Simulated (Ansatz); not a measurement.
C2H7NO2Si: several calculations on one system

**1. Relaxation**

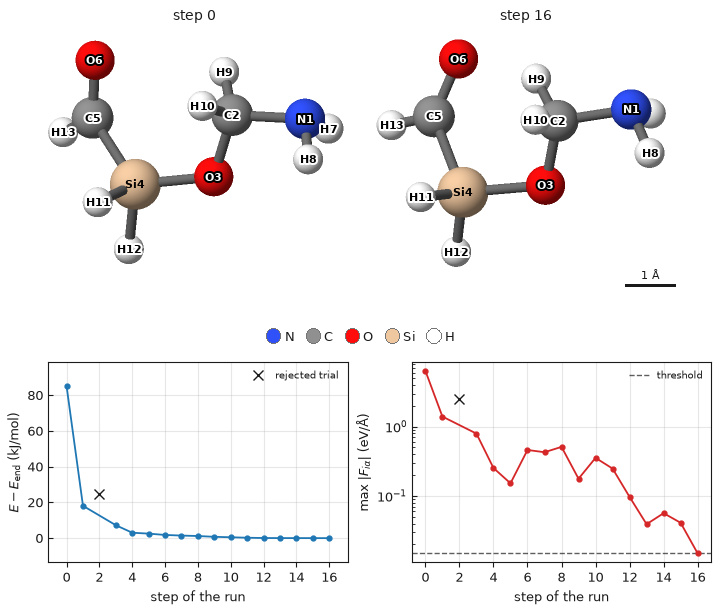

First and last geometry of a relaxation of C₂H₇NO₂Si, with the history of the run. The picture is a ball-and-stick view, seen at a tilt.

The run prepares an end point of a later path (torsion) calculation, from a guessed geometry.

Computed with RKS CAM-B3LYP/STO-3G (Ansatz).

Input file:
```yaml
crystal:
  periodic: [false, false, false]
  atoms:
    - { symbol: "N", position_ang: [1.8547, -1.8465, -0.0432] }
    - { symbol: C, position_ang: [1.0478, -0.5939, 0.1984] }
    - { symbol: O, position_ang: [-0.3068, -0.8249, -0.2361] }
    - { symbol: Si, position_ang: [-1.3431, 0.3528, 0.118] }
    - { symbol: C, position_ang: [-0.9486, 2.0814, -0.3929] }
    - { symbol: O, position_ang: [0.1197, 2.566, -0.0049] }
    - { symbol: H, position_ang: [1.732, -2.0096, -1.0425] }
    - { symbol: H, position_ang: [1.3593, -2.543, 0.4136] }
    - { symbol: H, position_ang: [1.5066, 0.2485, -0.3251] }
    - { symbol: H, position_ang: [1.1026, -0.3598, 1.2942] }
    - { symbol: H, position_ang: [-1.7251, 0.2686, 1.5971] }
    - { symbol: H, position_ang: [-2.6556, -0.0404, -0.5515] }
    - { symbol: H, position_ang: [-1.7231, 2.6661, -1.0104] }
basis:
  gaussian: { orbitals: STO-3G }
hamiltonian:
  xc: cam_b3lyp
relax:
  f_tol: 0.015
  max_steps: 40
output:
  orbitals: {}
```

Run as
```bash
ansatz run input.yaml --threads 1 --pin off --max-ram 2048MiB --backend cpu --events-out ev --progress --plain --runs-dir out
```

Question: Did the run converge, and what did it change?

Answer: It converged. Over 15 accepted moves (16 points after the start) the energy falls by 85.1 kJ/mol. The largest force component goes from 6.4 to 0.015 eV/Å. The line search rejected the trial step at point 2 of the run. The atom that moves furthest after the best rigid fit is O6 (0.75 Å). By element the largest moves are O 0.75 Å, H 0.45 Å, N 0.24 Å, C 0.21 Å, Si 0.18 Å. Near-neighbour distances that change, for instance: O3–Si4 1.608 → 1.709 Å, N1–H8 0.969 → 1.056 Å, Si4–H12 1.525 → 1.439 Å, Si4–H11 1.530 → 1.446 Å. Among the angles between lasting bonds that change: H11–Si4–H12 101.3° → 109.8°, O3–Si4–C5 119.2° → 110.7°, Si4–C5–O6 117.7° → 124.9°. Groups turn about Si4–C5 by about 25°. Cost: 52 s on 1 thread of Intel(R) Xeon(R) Platinum 8488C (Sapphire Rapids), with other jobs on the host, peak memory 0.16 GiB.

Limits of the set-up: STO-3G is a minimal basis, so the numbers are rough.

**2. Relaxation**

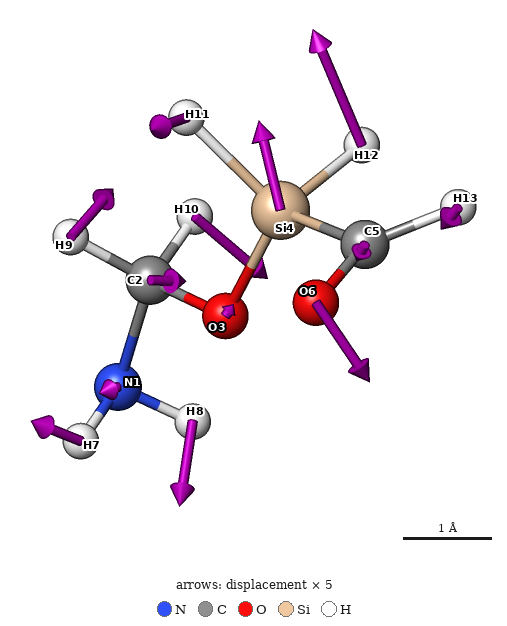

A relaxation of C$_{2}$H$_{7}$NO$_{2}$Si. The starting structure is drawn; purple arrows show the displacements, 5 times their true length. The two geometries are superimposed by the best rigid fit.

Style: ball-and-stick. Shown from a free direction.

The run prepares an end point of a later path (torsion) calculation, from a guessed geometry.

Method: RKS CAM-B3LYP/STO-3G (Ansatz 0.2.0). Settings: no spin polarisation; force threshold 0.015 eV/Å; at most 40 steps.

### Describe the change and its energy.

The energy falls by 87.8 kJ/mol in 10 accepted moves (13 points after the start). The largest force component goes from 4.8 to 0.0095 eV/Å. The line search rejected the trial steps at points 3, 6, 11 of the run. The largest move after the best rigid fit is that of H12, 0.31 Å. By element the largest moves are H 0.31 Å, O 0.23 Å, Si 0.21 Å, C 0.11 Å, N 0.06 Å. Near-neighbour distances that change, for instance: O3–Si4 1.608 → 1.712 Å, N1–H8 0.969 → 1.056 Å, Si4–H11 1.530 → 1.446 Å, Si4–H12 1.525 → 1.445 Å. Among the angles between lasting bonds that change: O3–Si4–C5 119.2° → 106.7°, Si4–C5–O6 117.7° → 125.5°, H11–Si4–H12 101.3° → 108.3°. Cost: 42 s on 1 thread of Intel(R) Xeon(R) Platinum 8488C (Sapphire Rapids), with other jobs on the host, peak memory 0.21 GiB.

Limits of the set-up: STO-3G is a minimal basis, so the numbers are rough.

**3. Path**

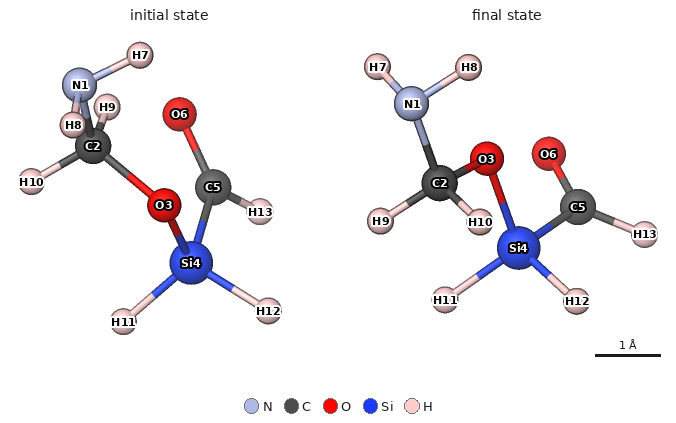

The two relaxed end points of a path for C₂H₇NO₂Si. The picture is a ball-and-stick view, seen from a free direction.

Computed with RKS CAM-B3LYP/STO-3G in Ansatz 0.2.0.

Input file:
```yaml
crystal:
  periodic: [false, false, false]
  atoms:
    - { symbol: "N", position_ang: [1.927413, -1.629923, -0.110182] }
    - { symbol: C, position_ang: [0.924702, -0.626882, 0.367594] }
    - { symbol: O, position_ang: [-0.408632, -0.976201, -0.134626] }
    - { symbol: Si, position_ang: [-1.500966, 0.300401, 0.180129] }
    - { symbol: C, position_ang: [-0.818099, 1.954856, -0.489343] }
    - { symbol: O, position_ang: [0.398751, 2.232591, -0.609718] }
    - { symbol: H, position_ang: [1.834961, -1.63355, -1.161385] }
    - { symbol: H, position_ang: [1.530597, -2.56856, 0.164887] }
    - { symbol: H, position_ang: [1.240473, 0.382331, 0.012191] }
    - { symbol: H, position_ang: [0.951654, -0.633755, 1.48134] }
    - { symbol: H, position_ang: [-1.744067, 0.466932, 1.595912] }
    - { symbol: H, position_ang: [-2.731879, -0.02503, -0.490948] }
    - { symbol: H, position_ang: [-1.584509, 2.722092, -0.791153] }
basis:
  gaussian: { orbitals: STO-3G }
hamiltonian:
  xc: cam_b3lyp
neb:
  order_check: false
  images: 9
  f_tol: 0.05
  max_iterations: 60
  initial_path: idpp
  final_atoms:
    - { symbol: "N", position_ang: [1.82560114, -2.00705961, -0.00374339] }
    - { symbol: C, position_ang: [0.66392495, -1.23969626, 0.55069772] }
    - { symbol: O, position_ang: [0.34855573, -0.11860689, -0.32753258] }
    - { symbol: Si, position_ang: [-0.9597628, 0.79761662, 0.28995787] }
    - { symbol: C, position_ang: [-1.24803735, 2.23306985, -0.93170276] }
    - { symbol: O, position_ang: [-0.37805308, 3.04526208, -1.31761664] }
    - { symbol: H, position_ang: [2.58584325, -1.28786313, -0.14148026] }
    - { symbol: H, position_ang: [1.54724839, -2.2456593, -0.99361217] }
    - { symbol: H, position_ang: [0.94553338, -0.90408462, 1.57537992] }
    - { symbol: H, position_ang: [-0.18913908, -1.95053258, 0.64615829] }
    - { symbol: H, position_ang: [-0.65789515, 1.30753215, 1.60843733] }
    - { symbol: H, position_ang: [-2.16255735, 0.00204086, 0.3756801] }
    - { symbol: H, position_ang: [-2.30086303, 2.33328284, -1.31592543] }
```

Run as
```bash
ansatz run input.yaml --threads 1 --pin off --max-ram 2048MiB --backend cpu --events-out ev --progress --plain --runs-dir out
```

Question: What barrier does the band find between them, and by what path?

Answer: The highest point, image 5, lies 11.9 kJ/mol above the start and 4.7 kJ/mol above the end; the end is at +7.2 kJ/mol relative to the start. The motion is a rotation about the O3–Si4 bond by about 125°. No bond forms or breaks between the ends. Among the angles between lasting bonds that change up to the highest image: C2–O3–Si4 109.9° → 113.2°, C5–Si4–H12 109.8° → 107.4°. The band converged in 7 iterations, with a climbing image at the top.

Energies of the converged images:

| image | path (Å) | E (kJ/mol) |
| --- | --- | --- |
| 0 | 0.00 | 0.0 |
| 1 | 0.55 | 1.7 |
| 2 | 1.10 | 4.4 |
| 3 | 1.65 | 7.4 |
| 4 | 2.20 | 10.3 |
| 5 | 2.75 | 11.9 |
| 6 | 3.17 | 11.7 |
| 7 | 3.58 | 10.4 |
| 8 | 4.00 | 8.9 |
| 9 | 4.41 | 7.7 |
| 10 | 4.82 | 7.2 |

The geometry at the top of the path:

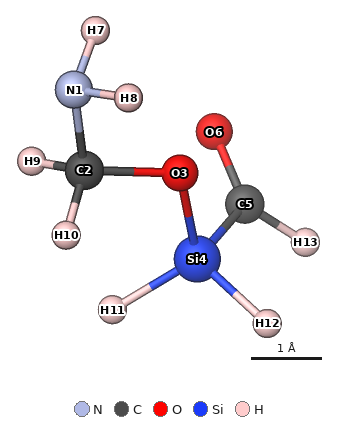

Limits of the set-up: STO-3G is a minimal basis, so the numbers are rough.

The run took 3 min on 1 thread of Intel(R) Xeon(R) Platinum 8488C (Sapphire Rapids) (shared host), peak memory 0.22 GiB.
